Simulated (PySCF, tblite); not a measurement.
# C₄H₆BF₂S radical: geometry, infrared bands and EPR parameters

Wanted: the infrared bands and EPR parameters of C₄H₆BF₂S radical (`FB(F)[C@H]1CC[CH]S1`), by calculation.

The runs use tblite 0.8.0 and PySCF 2.14.0, with density-fitted response routines of our own; the level of theory stands in each step. All values are computed, except where a source is named. Atoms count from 0, in the outputs and in this text.

**1. The starting structure**

14 atoms, charge 0, multiplicity 2; geometry from: force field or distance geometry start.

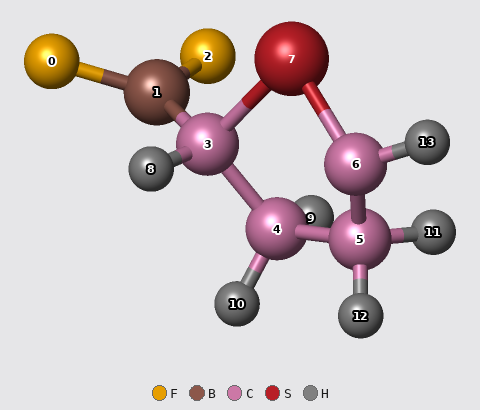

The starting geometry (fluorine amber, boron brown, carbon pink, sulfur red, hydrogen grey), atoms numbered; sticks join atoms by distance.

**2. Optimising the geometry with GFN2-xTB**

What the job is given:

```
{"job": {"kind": "relax", "xc": "GFN2-xTB", "basis": "xTB"}, "charge": 0, "multiplicity": 2}
F      3.205000     1.308500    -0.375100
B      2.255200     0.316000     0.105100
F      2.800500    -0.691900     0.995600
C      0.742700     0.573300    -0.184900
C     -0.061400    -0.618500    -0.536300
C     -1.469600    -0.523900    -0.113100
C     -1.791600     0.751700     0.558400
S     -0.164600     1.188800     1.285500
H      0.597700     1.355300    -0.951500
H      0.380900    -1.528200    -0.061300
H     -0.053000    -0.839100    -1.643100
H     -1.691800    -1.374900     0.573400
H     -2.156800    -0.647800    -0.971200
H     -2.594000     0.730100     1.296200
```

The run is started by

```console
$ OMP_NUM_THREADS=1 python probes_run.py task.json out
```

One launch serves the whole session: the jobs run in the order shown.

The program printed:

```text
step      E/eV     max force
  0    -695.39318    3.861
  1    -696.13773    2.400
  2    -696.35538    2.401
  3    -696.43626    1.109
  4    -696.51946    0.560
  5    -696.54481    0.493
  6    -696.56396    0.352
  7    -696.57583    0.327
  8    -696.59112    0.420
  9    -696.60170    0.360
 10    -696.60749    0.178
 11    -696.61042    0.125
 12    -696.61349    0.185
 13    -696.61720    0.256
 14    -696.62079    0.227
 15    -696.62324    0.130
 16    -696.62472    0.119
 17    -696.62593    0.130
 18    -696.62725    0.163
 19    -696.62843    0.130
 20    -696.62932    0.065
 21    -696.63014    0.079
 22    -696.63121    0.112
 23    -696.63267    0.155
 24    -696.63416    0.135
 25    -696.63526    0.085
 26    -696.63619    0.096
 27    -696.63761    0.125
 28    -696.64021    0.226
 29    -696.64453    0.289
 30    -696.65004    0.235
 31    -696.65567    0.221
 32    -696.66080    0.237
 33    -696.66577    0.251
 34    -696.66928    0.293
 35    -696.67474    0.242
 36    -696.67866    0.215
 37    -696.68427    0.222
 38    -696.68846    0.218
 39    -696.69742    0.211
 40    -696.70129    0.117
 41    -696.70254    0.165
 42    -696.70478    0.134
 43    -696.70649    0.099
 44    -696.70928    0.123
 45    -696.71082    0.094
 46    -696.71251    0.118
 47    -696.71421    0.155
 48    -696.71708    0.202
 49    -696.72020    0.292
 50    -696.72317    0.149
 51    -696.72559    0.128
 52    -696.72629    0.107
 53    -696.72731    0.101
 54    -696.72801    0.054
 55    -696.72852    0.066
 56    -696.72876    0.050
 57    -696.72902    0.051
 58    -696.72941    0.037
 59    -696.72963    0.043
 60    -696.73006    0.063
 61    -696.73054    0.073
 62    -696.73118    0.079
 63    -696.73189    0.070
 64    -696.73279    0.094
 65    -696.73386    0.099
 66    -696.73508    0.105
 67    -696.73622    0.115
 68    -696.73737    0.091
 69    -696.73868    0.083
 70    -696.73970    0.074
 71    -696.74044    0.074
 72    -696.74103    0.074
 73    -696.74156    0.053
 74    -696.74203    0.072
 75    -696.74255    0.067
 76    -696.74309    0.059
 77    -696.74342    0.063
 78    -696.74358    0.043
 79    -696.74366    0.028
 80    -696.74380    0.028
 81    -696.74395    0.026
 82    -696.74416    0.042
 83    -696.74436    0.041
 84    -696.74454    0.037
 85    -696.74473    0.032
 86    -696.74495    0.029
 87    -696.74514    0.033
 88    -696.74528    0.026
 89    -696.74536    0.018
 90    -696.74540    0.016
 91    -696.74543    0.010
```

Wall time 0.55 s (1 thread of Arm Neoverse V1, shared host).

Relaxation path: (not every step is listed)

```
step  energy from step 0 (eV)  largest force (eV/Å)
   0                   0.0000                3.8611
   1                  -0.7446                2.4002
   2                  -0.9622                2.4011
   3                  -1.0431                1.1092
   4                  -1.1263                0.5605
   5                  -1.1516                0.4925
   6                  -1.1708                0.3515
   7                  -1.1826                0.3272
   8                  -1.1979                0.4195
  15                  -1.2301                0.1296
  22                  -1.2380                0.1125
  29                  -1.2514                0.2886
  36                  -1.2855                0.2153
  43                  -1.3133                0.0988
  50                  -1.3300                0.1490
  57                  -1.3358                0.0514
  64                  -1.3396                0.0941
  71                  -1.3473                0.0738
  78                  -1.3504                0.0429
  85                  -1.3515                0.0323
  86                  -1.3518                0.0293
  87                  -1.3520                0.0326
  88                  -1.3521                0.0263
  89                  -1.3522                0.0179
  90                  -1.3522                0.0161
  91                  -1.3523                0.0096
```

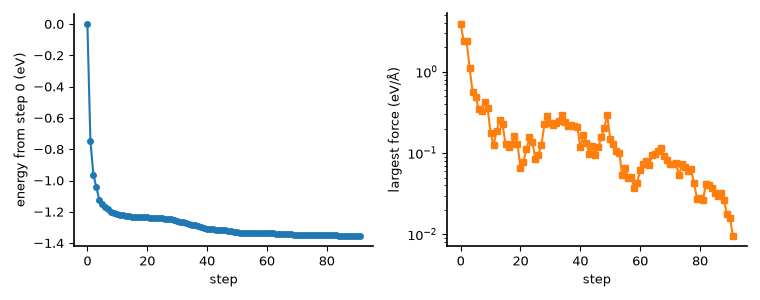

Energy and largest force along the relaxation.

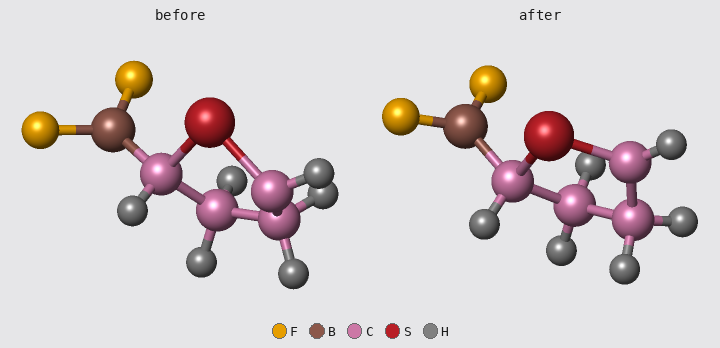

Before and after, at one scale.

Close pairs (by a distance rule), those that changed most:

```
  bond  before (Å)  after (Å)  change (Å)
 F0–B1       1.455      1.319      -0.137
 C6–S7       1.835      1.702      -0.133
 B1–F2       1.451      1.319      -0.132
 C4–C5       1.473      1.532      +0.059
 C3–C4       1.480      1.529      +0.049
 C3–S7       1.834      1.881      +0.047
C4–H10       1.129      1.090      -0.039
 C4–H9       1.118      1.091      -0.026
```

The end geometry stands in the next job.

**3. Vibrational analysis with GFN2-xTB**

What the job is given:

```
{"job": {"kind": "ir", "xc": "GFN2-xTB", "basis": "xTB"}, "charge": 0, "multiplicity": 2}
F      3.087601     1.394418    -0.106425
B      2.188462     0.460648     0.134978
F      2.616316    -0.524949     0.900070
C      0.705289     0.539916    -0.388824
C     -0.052449    -0.783590    -0.498879
C     -1.524365    -0.516312    -0.167455
C     -1.486019     0.403274     0.993463
S     -0.207354     1.525194     0.928818
H      0.594370     1.140974    -1.293380
H      0.353961    -1.491535     0.225392
H      0.070988    -1.199807    -1.498308
H     -2.058038    -1.437070     0.071144
H     -2.021917    -0.054382    -1.032458
H     -2.267525     0.542748     1.709697
```

The program printed:

```text
mode    cm-1     km/mol
  1      52.3      0.13
  2      65.0      0.80
  3     117.2      1.41
  4     185.8      2.15
  5     227.6     32.13
  6     241.7      4.31
  7     317.6      6.71
  8     467.1     22.88
  9     475.2      1.33
 10     504.5     49.77
 11     565.5      7.50
 12     635.3     52.97
 13     776.1      2.35
 14     830.7     16.06
 15     893.9      3.38
 16     955.3      6.03
 17    1003.3      6.88
 18    1024.6      4.92
 19    1084.8      7.55
 20    1110.4      2.27
 21    1132.8      7.93
 22    1168.7      3.44
 23    1198.6     59.06
 24    1221.5    150.98
 25    1268.6    351.49
 26    1279.5      9.61
 27    1287.0    311.01
 28    1333.7     62.15
 29    1461.5      1.34
 30    1476.1      1.39
 31    2853.1     37.65
 32    2963.4      8.18
 33    2987.7     22.14
 34    2994.5     29.43
 35    3003.7     22.41
 36    3179.6      5.15
```

Wall time 0.41 s (1 thread of Arm Neoverse V1, shared host).

Which atoms move in the most intense modes:

```
cm⁻¹  km/mol                                atoms
 504    49.8                              B1 67 %
 635    53.0            C3 54 %, S7 15 %, B1 10 %
1199    59.1  H8 23 %, H11 12 %, C6 12 %, B1 11 %
1222   151.0  C6 22 %, B1 15 %, H8 14 %, H13 11 %
1269   351.5            B1 49 %, C3 14 %, F2 13 %
1287   311.0                     B1 54 %, F0 11 %
1334    62.1            H9 50 %, C4 15 %, H8 10 %
2853    37.6                             H12 92 %
```

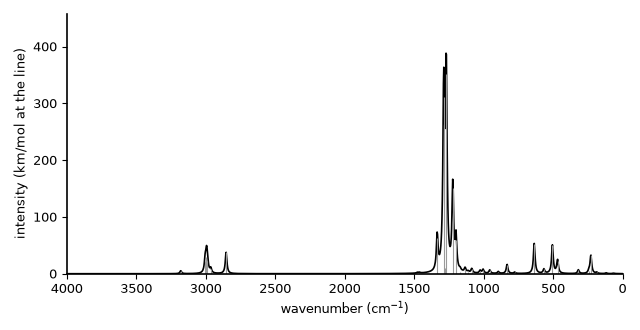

The infrared spectrum from these modes, unscaled. Lines are broadened to a width of 14 cm⁻¹ (Lorentzian).

**4. g tensor and hyperfine couplings: B3LYP/pcH-1**

Same as in step 3 but for these lines:

```diff
@@ -1,2 +1,2 @@
-{"job": {"kind": "ir", "xc": "GFN2-xTB", "basis": "xTB"}, "charge": 0, "multiplicity": 2}
+{"job": {"kind": "epr", "basis": "pcH-1"}, "charge": 0, "multiplicity": 2}
 F      3.087601     1.394418    -0.106425
```

Level: UKS B3LYP, pcH-1 on B C F H S, non-relativistic, mean-field spin-orbit, GIAO.

The program printed:

```text
UKS, coarse grid
  cycle   1  E = -778.78796383  |g| = 5.18e-01
  cycle   2  E = -778.68819643  |g| = 7.78e-01
  cycle   3  E = -778.87658479  |g| = 5.03e-02
  cycle   4  E = -778.87729872  |g| = 3.83e-02
  cycle   5  E = -778.87803653  |g| = 7.68e-03
  cycle   6  E = -778.87807348  |g| = 3.33e-03
  cycle   7  E = -778.87808167  |g| = 1.42e-03
  cycle   8  E = -778.87808252  |g| = 5.11e-04
UKS, final grid
  cycle   1  E = -778.87823959  |g| = 6.41e-04
  cycle   2  E = -778.87823932  |g| = 1.01e-03
  cycle   3  E = -778.87823979  |g| = 6.55e-05
  cycle   4  E = -778.87823980  |g| = 2.88e-05
E = -778.87823980 Eh   <S^2> = 0.7548 (exact 0.7500)
g shifts (ppm)      1          2          3
  rmc          -168       -168       -168
  gc             10         41         31
  oz_so        -376       1427       5984
  total        -534       1300       5847
hyperfine (MHz)  atom isotope    a_iso     a_fc   dipolar eigenvalues
    0   19F       1.98       1.97     -4.79     -2.84      7.63
    1   11B       2.31       2.31     -1.33     -0.25      1.58
    2   19F       3.91       3.87     -8.17     -5.92     14.09
    3   13C       1.35       1.29     -1.68     -0.66      2.35
    4   13C      17.56      17.56     -1.88     -1.06      2.94
    5   13C     -24.76     -24.76     -1.75     -1.08      2.83
    6   13C      95.24      94.98    -70.75    -69.71    140.45
    7   33S       6.18       6.68    -23.90    -20.43     44.34
    8    1H      13.23      13.23     -2.72     -1.97      4.69
    9    1H      -1.59      -1.60     -3.10     -2.48      5.57
   10    1H      -1.14      -1.15     -2.01     -1.36      3.38
   11    1H      23.82      23.82     -4.85     -3.77      8.62
   12    1H     112.81     112.80     -4.39     -2.77      7.16
   13    1H     -55.10     -55.19    -33.42     -0.79     34.21
```

It took 77 s on 1 thread of Arm Neoverse V1, shared host; peak memory 1 GiB.

Principal g values 2.00179, 2.00362, 2.00817; g(iso) = 2.00452, against 2.00232 for a free electron.

Mean a(iso) over the nuclei that a row names, and the largest dipolar term of the row (other rows stand at the frozen geometry):

```
nuclei  isotope  a(iso) (MHz)  a(iso) (G, at g = 2.0023)  largest dipolar term (MHz)
   H12       1H         112.8                       40.3                         7.2
    C6      13C          95.2                       34.0                       140.5
   H13       1H         -55.1                      -19.7                        34.2
    C5      13C         -24.8                       -8.8                         2.8
   H11       1H          23.8                        8.5                         8.6
    C4      13C          17.6                        6.3                         2.9
    H8       1H          13.2                        4.7                         4.7
    S7      33S           6.2                        2.2                        44.3
F0, F2      19F           2.9                        1.0                        14.1
    B1      11B           2.3                        0.8                         1.6
    H9       1H          -1.6                       -0.6                         5.6
    C3      13C           1.3                        0.5                         2.3
   H10       1H          -1.1                       -0.4                         3.4
```

Mulliken spin populations:

F0 0.00; B1 0.02; F2 0.00; C3 0.00; C4 0.01; C5 -0.06; C6 0.83; S7 0.18; H8 0.00; H9 0.00; H10 0.00; H11 0.01; H12 0.05; H13 -0.04

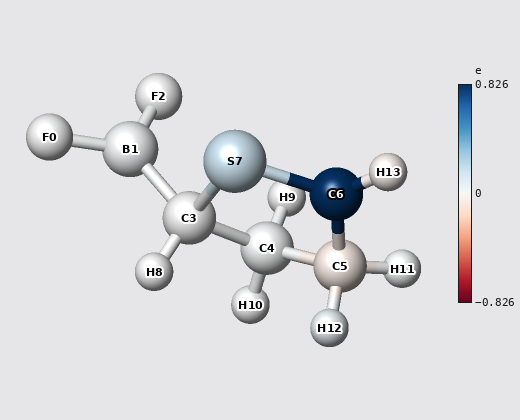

Mulliken spin populations, as colours on the atoms.

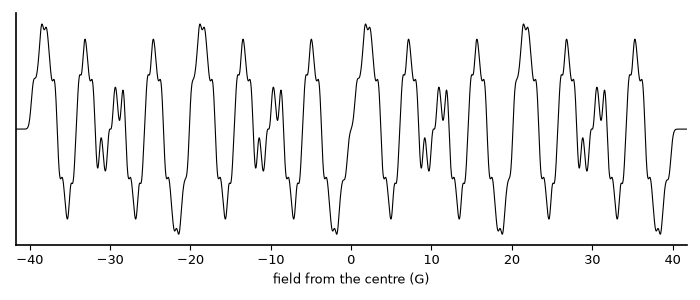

First-order isotropic spectrum (first derivative, main isotopes with spin only, couplings over 0.8 MHz, Gaussian width 0.3 G; couplings of the frozen geometry, rotation of groups not averaged beyond the rows shown).

Orbitals, density, ELF and potential are computed afterwards from the orbital file.

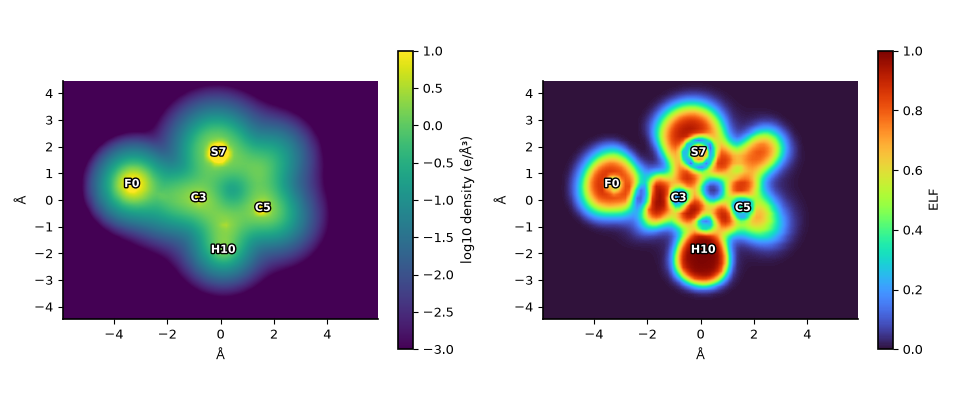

Density (left) and ELF (right) in a plane through or near 5 of the atoms.

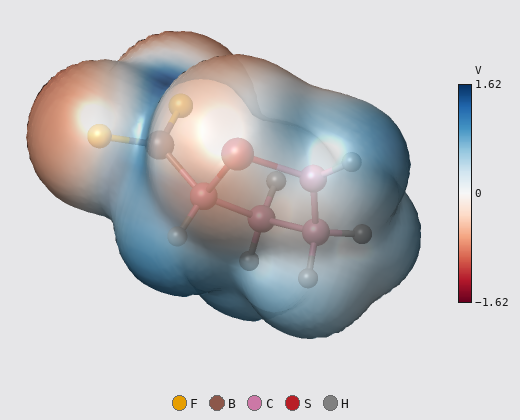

The potential that a unit positive charge feels on the 0.002 e/bohr³ surface, from -0.78 V near F2 to 1.62 V near B1.

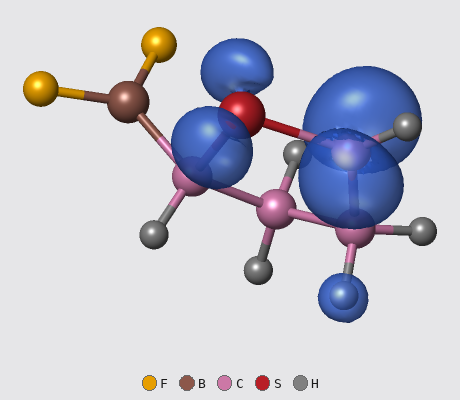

Spin density at ±0.04 e/Å³ (alpha excess blue, beta excess red).

**5. Summary of results**

```
                                 quantity                  value
strongest single infrared mode (GFN2-xTB)  1269 cm⁻¹, 351 km/mol
             zero-point energy (GFN2-xTB)          60.5 kcal/mol
                           g(iso) (B3LYP)                2.00452
                                     ⟨S²⟩     0.755 (exact 0.75)
       largest a(iso) (averaged by class)   1H on H12, 112.8 MHz
    surface potential, least and greatest     -0.78 V and 1.62 V
```

**Reading.** Relaxing lowered the energy by 1.352 eV in 91 steps; the close pair that moved most is F0–B1, from 1.455 to 1.319 Å. All 36 modes are real, so the xTB geometry is a minimum. The strongest single mode, at 1269 cm⁻¹, has its largest shares on B1, C3 and F2 (the list is cut at 3 atoms). GFN2-xTB is a fitted tight-binding method: band positions and strengths are rough. Its intensities can rank the bands wrongly. C6 carries the largest spin population, 0.83 e. The isotropic g lies 2.2 ppt above the free-electron value.
